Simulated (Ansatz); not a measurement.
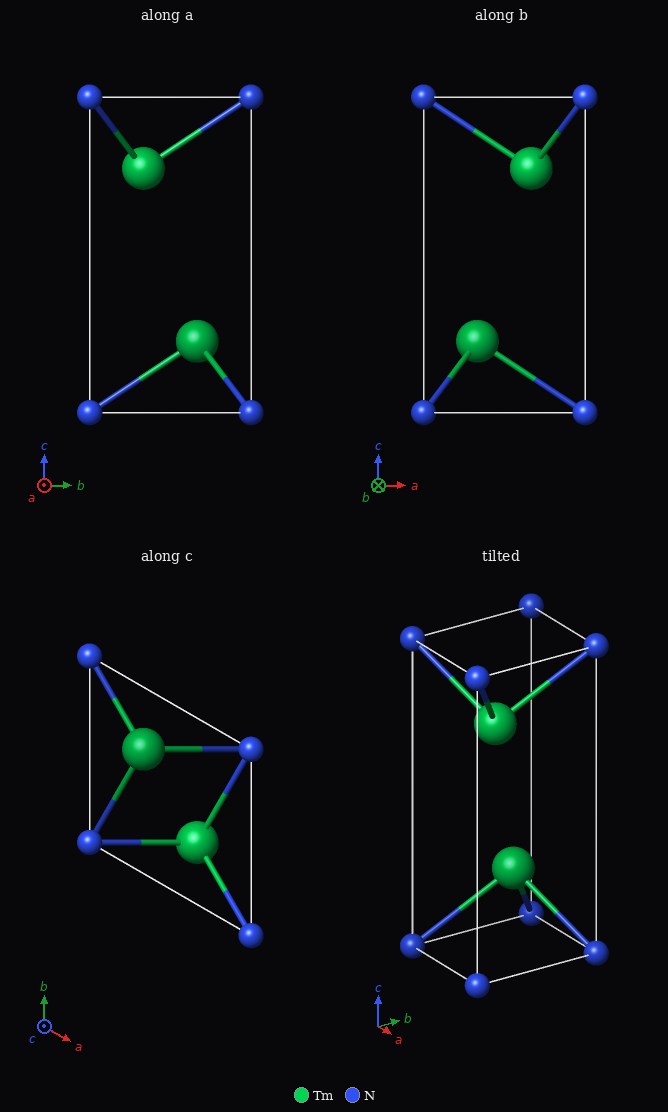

Figure: ball-and-stick view along the a axis, along the b axis, along the c axis and slightly off an axis. The parallelepiped is the conventional unit cell.

Lattice parameters: a = 3.426 Å, b = 3.426 Å, c = 5.800 Å, α = 90.00°, β = 90.00°, γ = 120.00°.

Give the structure in the form of a table of Wyckoff sites, with free fractional coordinates to two decimals.

Space group P-3m1 (No. 164).
```csv
atom,site,x,y,z
Tm,2d,0.3333,0.6667,0.23
N,1a,0.00,0.00,0.00
```

It derives from a structure type filled with these elements by a generator (whether the compound takes this form wasn't checked). Earlier steps of the study, as a rule a relaxation of our own, may have changed the cell and positions, so they can lie some per cent off the listed ones. It was set up as input for a calculation with Ansatz.
